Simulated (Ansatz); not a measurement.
C$_{4}$F$_{9}$ (SMILES FC(F)(F)[C-](C(F)(F)F)C(F)(F)F) (charge −1)

Input

```
crystal:
  periodic: [false, false, false]
  atoms:
    - {symbol: F, position_ang: [-1.856680, -0.950055, -1.170777]}
    - {symbol: C, position_ang: [-0.680461, -0.241114, -1.254663]}
    - {symbol: F, position_ang: [-1.067461, 0.880399, -1.951365]}
    - {symbol: F, position_ang: [0.089055, -0.940518, -2.116605]}
    - {symbol: C, position_ang: [0.000190, 0.000471, -0.000196]}
    - {symbol: C, position_ang: [-0.664822, 0.736394, 1.054079]}
    - {symbol: F, position_ang: [-0.040916, 1.892692, 1.462329]}
    - {symbol: F, position_ang: [-1.908503, 1.118807, 0.691746]}
    - {symbol: F, position_ang: [-0.830970, 0.062175, 2.241913]}
    - {symbol: C, position_ang: [1.345385, -0.495037, 0.200481]}
    - {symbol: F, position_ang: [1.819708, -0.177725, 1.424654]}
    - {symbol: F, position_ang: [2.292944, -0.028277, -0.681115]}
    - {symbol: F, position_ang: [1.502552, -1.858201, 0.099530]}
basis:
  gaussian: {orbitals: "def2-TZVPPD.json"}
total_charge: -1
hamiltonian: {xc: pbe0, dispersion: d4}
output: {orbitals: {seedname: orbitals}}
```

Command:

```sh
ansatz run in.yaml --threads 4 --pin off --events-out ev --progress --plain --max-ram 66560MiB --backend cuda --devices 0, --max-vram 37GiB
```

Geometry: PBE0-D4/def2-TZVPD.

These are results of Ansatz 0.2.0, RKS PBE0-D4/def2-TZVPPD, not measurements.

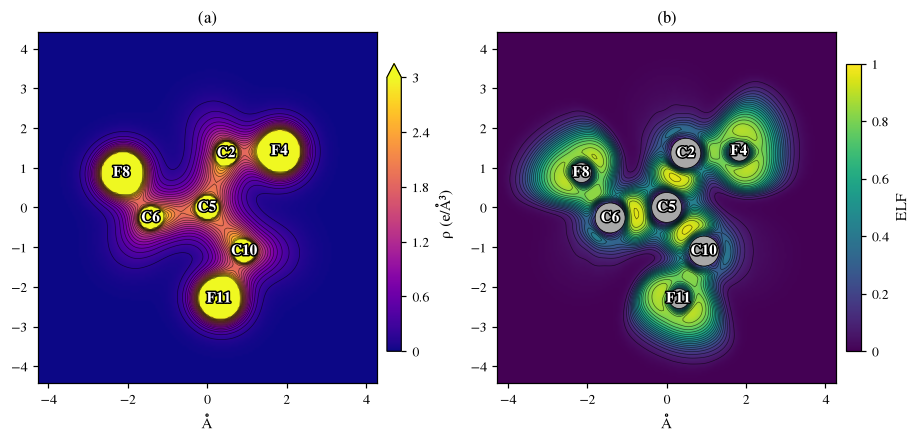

Figure 1. (a) electron density; (b) electron localisation function on the plane of atoms C5, C6 and F8. Grey discs cover the atomic cores in the ELF map.

**What do the fields say about this system?**

- The section cuts through C and F sites.
- C–F (1.35 Å): ρ is about 2.3 e/Å³ halfway, with its minimum of 1.8 e/Å³ about 0.5 Å from C; the ELF peaks at about 0.85 between the atoms (a shared but strongly polarised pair).
- C–C (1.45 Å): the density is about 2 e/Å³ at the midpoint; the ELF peaks at about 0.95 between the atoms (localised, covalent bonding).
- The ELF also peaks beside F11, F8 and F4, away from the bonds: lone-pair regions.

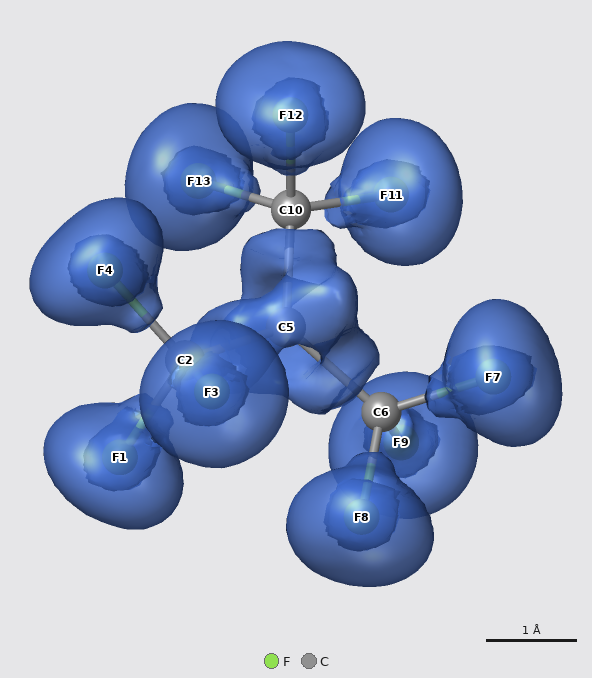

Figure 2. Isosurface of the ELF at 0.75 (blue), seen at a tilt. Only the valence region is drawn (cores and ρ < 0.01 e/Å³ removed).

**Describe the localisation domains.**

The ELF exceeds this value in one region on C in which the atom's valence shell and bonds are merged and nine regions on F in which the atom's valence shell and bonds are merged.

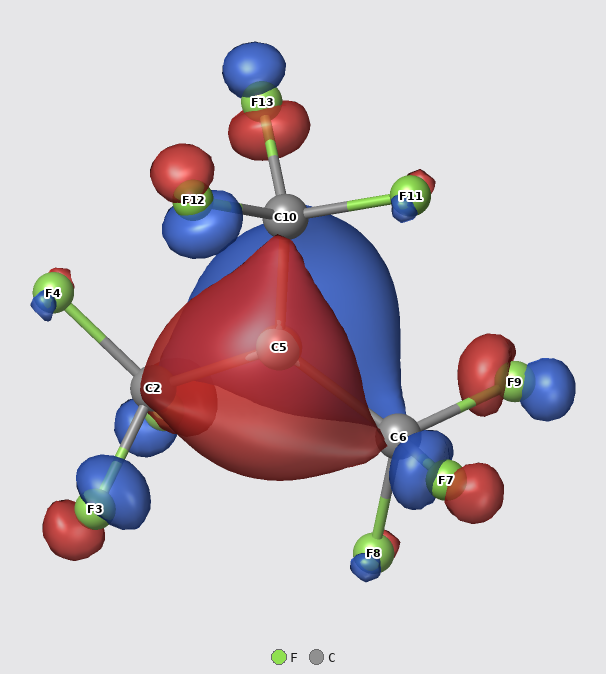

Figure 3. The HOMO at ±0.15 Å⁻³ᐟ² (blue and red are the two phases), seen at a tilt.

**What is the character of this orbital?**

Its weight (Hirshfeld) is mainly on C5 (about 55 %), C2 (about 10 %), C6 (about 10 %) and C10 (about 10 %). Its energy is −2.01 eV.
